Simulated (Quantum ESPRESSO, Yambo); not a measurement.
# A GW chain in Yambo: SiC (P6_3mc), part 3 of 3

Aim: the G0W0 gap of SiC (P6_3mc) on PBE, step by step.

Quantum ESPRESSO 7.5 and Yambo 5.3.0; PBE and many-body steps on it, plane waves. Known limits of the many-body steps: not at the basis limit; coarse k mesh.

So far. Step 3 (Bands along the symmetry lines): The gap is 2.228 eV, as in the run before at this level. Step 4 (Empty states on the mesh, 3×3×2 mesh, 203 bands): On this mesh the gap is 3.011 eV. The earlier step found 2.228 eV, so this mesh misses an edge.

### Step 6. Screening and self-energy, 3×3×2 mesh, 203 bands, screening to 129.3 eV

G0W0 replaces the xc potential by the self-energy, built once from these orbitals. Only a window of levels is corrected, while the sums run over the empty bands that the input names.

This step: G0W0 on PBE, plane waves, norm-conserving pseudopotentials.

gw1.in reads:

```
HF_and_locXC
gw0
dyson
ppa
em1d
rim_cut
RandQpts= 1000000
RandGvec= 1 RL
EXXRLvcs= 74 Ry
VXCRLvcs= 296 Ry
Chimod= "HARTREE"
% BndsRnXp
 1 | 203 |
%
NGsBlkXp= 9.5 Ry
% LongDrXp
 1 | 1 | 1 |
%
% GbndRnge
 1 | 203 |
%
DysSolver= "n"
ExtendOut
PPAPntXp= 27.21138 eV
% QPkrange
 1 | 6 | 5 | 23 |
%
```

Launch:

```console
$ OMP_NUM_THREADS=1 mpirun -n 4 yambo -F gw1.in -J gw1 -C gw1 > gw1.log
```

Output:

```text
 Yambo, version 5.3.0

 [02] CORE Variables Setup
 =========================

  [... cell, symmetries and grids as in the set-up ...]

  [02.05] Energies & Occupations
  ==============================

  [X] === General ===
  [X] Electronic Temperature                        :  0.000000  0.000000 [eV K]
  [X] Bosonic    Temperature                        :  0.000000  0.000000 [eV K]
  [X] Finite Temperature mode                       : no
  [X] El. density                                   :  0.38786E+24 [cm-3]
  [X] Fermi Level                                   :  9.607050 [eV]

  [X] === Gaps and Widths ===
  [X] Conduction Band Min                           :  3.011370 [eV]
  [X] Valence Band Max                              :  0.000000 [eV]
  [X] Filled Bands                                  :  16
  [X] Empty Bands                                   :   17  203
  [X] Direct Gap                                    :  3.856449 [eV]
  [X] Direct Gap localized at k                     :  3
  [X] Indirect Gap                                  :  3.011370 [eV]
  [X] Indirect Gap between kpts                     :  1  3
  [X] Last valence band width                       :  2.457014 [eV]
  [X] 1st conduction band width                     :  2.308218 [eV]

 [03] Transferred momenta grid and indexing
 ==========================================

 IBZ Q-points                                      :   6
 BZ  Q-points                                      :  18

 K/Q-points units:
 rlu = crystal or reduced units; cc = cartesian coordinates; iku = interal k-units

 Q [1]          [rlu]:  0.000000  0.000000  0.000000
 Q [2]          [rlu]:  0.000000  0.000000 -0.500000
 Q [3]          [rlu]:  0.31044E-17  0.33333       0.0000
 Q [4]          [rlu]:  0.31044E-17  0.33333     -0.50000
 Q [5]          [rlu]:  0.333333  0.333333  0.000000
 Q [6]          [rlu]:  0.333333  0.333333 -0.500000

 [04] Coloumb potential Random Integration (RIM)
 ===============================================

  [04.01] RIM initialization
  ==========================

  * Diagonal components only detected *

  8 x (sBL volume)        :  0.198010 [a.u.]
  sBZ random points       :  1000000
  Points outside the sBZ  :   7994252
  RL volume               :  0.445522 [a.u.]
  Integrated volume       :  0.445842 [a.u.]

  [04.02] RIM integrals
  =====================

  Gamma point sphere radius             :  0.105725 [a.u.]
  Points outside the sphere             :   812974
  [Int_sBZ(q=0) 1/q^2]*(Vol_sBZ)^(-1/3) =:  7.219046
                                 should be <:  7.795600

  Summary of Coulomb integrals for non-metallic bands |Q|[au] RIM/Bare

  Q [1] 0.100000E-4 0.926041 * Q [2] 0.165080 0.635036
  Q [3] 0.416089 1.145420 * Q [4] 0.447640 1.089992
  Q [5] 0.720687 1.044714 * Q [6] 0.739352 1.038534

 [05] Dipoles
 ============

  [05.01] Setup: observables and procedures
  =========================================

  [WARNING] [x,Vnl] slows the Dipoles computation. To neglect it rename the ns.kb_pp file

 [06] Dynamic Dielectric Matrix (PPA)
 ====================================

 [WR./gw1//ndb.pp]---------------------------------------------------------------
  Brillouin Zone Q/K grids (IBZ/BZ)                :   6  18   6  18
  RL vectors                                       :   7575 [WF]
  Coulomb cutoff potential                         : none
  Electronic Temperature                           :  0.000000 [K]
  Bosonic    Temperature                           :  0.000000 [K]
  PPA    diel. fun.  energies                      : Perdew, Burke & Ernzerhof(X)+Perdew, Burke & Ernzerhof(C)
  wavefunctions                                    : Perdew, Burke & Ernzerhof(X)+Perdew, Burke & Ernzerhof(C)
  Global Gauge                                     : length
  X matrix size                                    :  277
  X band range                                     :    1  203
  X e/h energy range                               : -1.000000 -1.000000 [eV]
  X Time ordering                                  : R
  X Hxc Kernel                                     : HARTREE
  X Drude frequency                                :  0.000000  0.000000
  X poles                                          :  100.0000 [o/o]
  RL vectors in the sum                            :   7575
  [r,Vnl] included                                 : yes
  Field direction                                  :  0.577350E-5  0.577350E-5  0.577350E-5
  BZ energy Double Grid                            : no
  BZ energy DbGd points                            : 0
  BZ Q point size factor                           : -1.000000
  X Optical Averaged directions                    : none

 [07] Local Exchange-Correlation + Non-Local Fock
 ================================================

 [VXC] Plane waves :   47781
 [EXS] Plane waves :   5987

 QP @ state[ 1 ] K range:   1   6
 QP @ state[ 1 ] b range:   5  23

 [xc] Functional : Perdew, Burke & Ernzerhof(X)+Perdew, Burke & Ernzerhof(C)
 [xc] LIBXC used to calculate xc functional
  PP Number of Atomic Species                      :  2
  NLCC RL compoments                               :   47781
  PP Number of Atomic Species                      :  2
  NLCC RL compoments                               :   47781

 [xc] E_xc :  -12.24063 [Ha]
      E_xc :  -24.48127 [Ry]

  Local XC kind (lXC) : Perdew, Burke & Ernzerhof(X)+Perdew, Burke & Ernzerhof(C)
  Non-Local XC kind (nlXC) : Hartree-Fock

  Corrections @ K [1] :  [eV]
 <5|nlXC|5> = -18.25676  0.28305E-16 <5|lXC|5> = -12.07351  0.18882E-15
 <6|nlXC|6> = -18.03476  0.82278E-17 <6|lXC|6> = -13.43929 -0.18881E-15
 <7|nlXC|7> = -17.97962  0.18449E-16 <7|lXC|7> = -13.41833  0.18881E-15
 <8|nlXC|8> = -18.32846  0.41894E-17 <8|lXC|8> = -14.52356  0.37762E-15
 <9|nlXC|9> = -18.32900  0.86076E-17 <9|lXC|9> = -14.52356  0.98317E-19
 <10|nlXC|10> = -18.26463 -0.10270E-17 <10|lXC|10> = -14.67426 -0.37767E-15
 <11|nlXC|11> = -18.26519 -0.19093E-16 <11|lXC|11> = -14.67426  0.37770E-15
 <12|nlXC|12> = -18.27402 -0.43848E-17 <12|lXC|12> = -14.75748  0.15082E-20
 <13|nlXC|13> = -18.27449  0.14444E-16 <13|lXC|13> = -14.75748 -0.18885E-15
 <14|nlXC|14> = -17.64958 -0.57700E-17 <14|lXC|14> = -14.94121 -0.94397E-16
[...]
Corrections @ K [2] :  [eV]
[...]
Corrections @ K [3] :  [eV]
[...]
Corrections @ K [4] :  [eV]
[...]
Corrections @ K [5] :  [eV]
[...]
Corrections @ K [6] :  [eV]
[...]
<19|nlXC|19> = -6.552548  0.31895E-17 <19|lXC|19> = -12.06160  0.11804E-16
 <20|nlXC|20> = -6.552947  0.39015E-17 <20|lXC|20> = -12.06147 -0.21242E-15
 <21|nlXC|21> = -6.384660 -0.12184E-19 <21|lXC|21> = -12.04257 -0.59158E-17
 <22|nlXC|22> = -6.384426 -0.18581E-18 <22|lXC|22> = -12.04258 -0.18880E-15
 <23|nlXC|23> = -6.311251  0.11660E-18 <23|lXC|23> = -12.52052  0.94398E-16

  [07.01] Hartree-Fock occupations report
  =======================================

  [Hartree-Fock] === General ===
  [Hartree-Fock] Electronic Temperature             :  0.000000  0.000000 [eV K]
  [Hartree-Fock] Bosonic    Temperature             :  0.000000  0.000000 [eV K]
  [Hartree-Fock] Finite Temperature mode            : no
  [Hartree-Fock] El. density                        :  0.38786E+24 [cm-3]
  [Hartree-Fock] Fermi Level                        :  9.607050 [eV]

  [Hartree-Fock] === Gaps and Widths ===
  [Hartree-Fock] Conduction Band Min                :  7.765948 [eV]
  [Hartree-Fock] Valence Band Max                   : -3.244633 [eV]
  [Hartree-Fock] Filled Bands                       :  16
  [Hartree-Fock] Empty Bands                        :   17  203
  [Hartree-Fock] Direct Gap                         :  12.11891 [eV]
  [Hartree-Fock] Direct Gap localized at k          :  3
  [Hartree-Fock] Indirect Gap                       :  11.01058 [eV]
  [Hartree-Fock] Indirect Gap between kpts          :  1  3
  [Hartree-Fock] Last valence band width            :  2.911940 [eV]
  [Hartree-Fock] 1st conduction band width          :  3.105501 [eV]

 [08] Dyson equation: Newton solver
 ==================================

  [08.01] G0W0 (W PPA)
  ====================

  [  GW  ] Bands range     :    1  203
  [GW/PPA] G damping       :  0.100000 [eV]

  QP @ state[ 1 ] K range:   1   6
  QP @ state[ 1 ] b range:   5  23

   Sc/G bands                                       :    1  203
   Sc/G damping                                     :  0.100000 ev
   Sc bands terminator                              : no
   Sx RL components                                 :   5987

   QP @ state[ 1 ] K range                          :   1   6
   QP @ state[ 1 ] b range                          :   5  23
   GF energies kind                                 : Perdew, Burke & Ernzerhof(X)+Perdew, Burke & Ernzerhof(C)
   GF WF`s kind                                     : Perdew, Burke & Ernzerhof(X)+Perdew, Burke & Ernzerhof(C)
   Xs energies kind                                 : Perdew, Burke & Ernzerhof(X)+Perdew, Burke & Ernzerhof(C)
   Xs WF`s kind                                     : Perdew, Burke & Ernzerhof(X)+Perdew, Burke & Ernzerhof(C)

 [11] Game Over & Game summary
```

Elapsed: 12 min, on 4 MPI ranks of Arm Neoverse N1, shared host; peak memory 1.8 GiB.

This step gave:

```
G0W0 gap on the mesh                         : 3.732 eV
starting gap on the mesh                     : 3.011 eV
k of the valence top                         : 0, 0, 0
k of the conduction bottom                   : 0, 0.3333, 0
least direct G0W0 gap on the computed points : 4.714 eV
Z at the valence top                         : 0.7964
Z at the conduction bottom                   : 0.8151
```

The gap on the mesh goes from 3.01 eV to 3.73 eV, a correction of +0.72 eV. The start differs from the 2.23 eV found before because the two sample other k points.

Limits: finite bands, cutoff and mesh; coarse k mesh. v1 is the top filled band, c1 the lowest empty one. Levels before and after the correction, in eV, zero at the valence-band top of each column:

```
           conduction bottom  valence top
Kohn-Sham               3.01         0.00
     G0W0               3.73         0.00
```

```
                    level  energy (eV)
Kohn-Sham            Γ v3       -0.053
Kohn-Sham         Γ v2-v1        0.000
Kohn-Sham            Γ c1        5.111
Kohn-Sham            Γ c2        5.691
Kohn-Sham            Γ c3        6.311
Kohn-Sham  (0 0.333 0) v3       -2.022
Kohn-Sham  (0 0.333 0) v2       -1.372
Kohn-Sham  (0 0.333 0) v1       -0.845
Kohn-Sham  (0 0.333 0) c1        3.011
Kohn-Sham  (0 0.333 0) c2        3.247
Kohn-Sham  (0 0.333 0) c3        4.557
     G0W0            Γ v3        0.000
     G0W0         Γ v2-v1       -0.023
     G0W0            Γ c1        6.017
     G0W0            Γ c2        6.585
     G0W0            Γ c3        7.224
     G0W0  (0 0.333 0) v3       -2.304
     G0W0  (0 0.333 0) v2       -1.501
     G0W0  (0 0.333 0) v1       -0.982
     G0W0  (0 0.333 0) c1        3.732
     G0W0  (0 0.333 0) c2        3.975
     G0W0  (0 0.333 0) c3        5.348
```

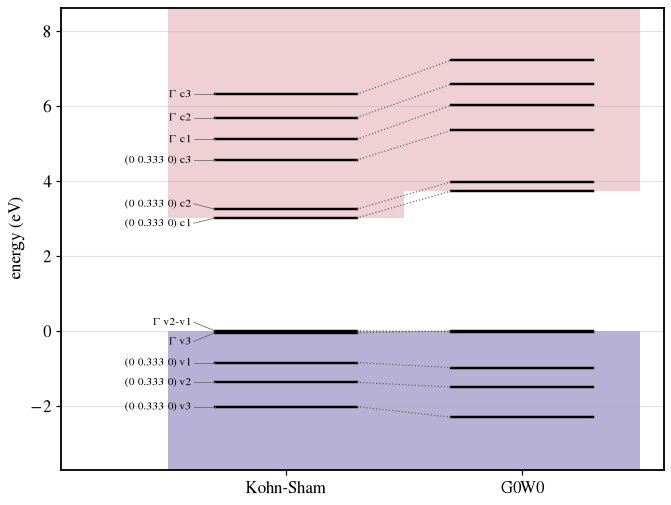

Levels before and after the correction. Shaded: valence and conduction bands.

### Step 7. Where the time went

Times are wall times on the hardware named with each run, good to a factor of about two.

| step | time | share | memory (GiB) |
| --- | --- | --- | --- |
| ground state | 21 s | 3 % | 0.36 |
| bands along the symmetry lines | 29 s | 4 % | 0.3 |
| empty states on the mesh | 38 s | 5 % | 0.65 |
| conversion and set-up | 2.7 s | 0 % | 0.24 |
| screening and self-energy | 12 min | 88 % | 1.8 |

### Step 8. Summary of results

```
PBE gap                              : 2.23 eV, indirect
G0W0 gap on the mesh                 : 3.73 eV
G0W0 gap over the zone (rigid shift) : 2.95 eV
GW settings                          : 3×3×2 mesh, 203 bands, screening to 129.3 eV, Godby-Needs plasmon pole
known limits                         : not at the basis limit; coarse k mesh
```

What this shows: G0W0 moves the gap on the mesh from 3.01 eV to 3.73 eV (+0.72 eV), with Z of 0.80 and 0.82 at the edges. The mesh misses the band edges by 0.78 eV in all; a rigid shift gives 2.95 eV for the zone. The dearest step here is «screening and self-energy». Against experiment, by G0W0@PBE: the gap of 2.95 eV lies −0.31 eV from the measured 3.26 eV (kind not stated, quoted 2020); the gap of 2.95 eV lies −0.25 eV from the measured 3.2 eV (kind not stated, quoted 2020); the gap of 2.95 eV lies −0.34 eV from the measured 3.285 eV (kind not stated, quoted 2018). The calculation has static nuclei and no excitons; a measured gap holds zero-point and thermal motion, which mostly lowers it. Bands and cutoff are finite, so the gap is not at the basis limit. The miss can reach some tenths of an eV and take either sign; the mesh is an error of its own. A denser mesh or path gives a starting gap of 2.23 eV: the GW mesh misses a band edge, so its gaps are not the fundamental one. The 3×3×2 mesh is coarse for this cell, which bears on the long-range parts of exchange and screening.

[Paths, hosts, dates, memory and timing lines, banners, echoed tables and standing remarks are left out of the program output.]

[Logs are printed without paths, hosts, clocks, repeated set-up lines and the standing remarks that a program may print on its own settings, such as how far it seeks lower states.]

[Runs of the session that timed out or met a known fault of the program may be left out.]

[Hosts, paths, dates, database ids (printed as entryN), source tags and the programs' standing remarks are cut or masked in the printed files.]
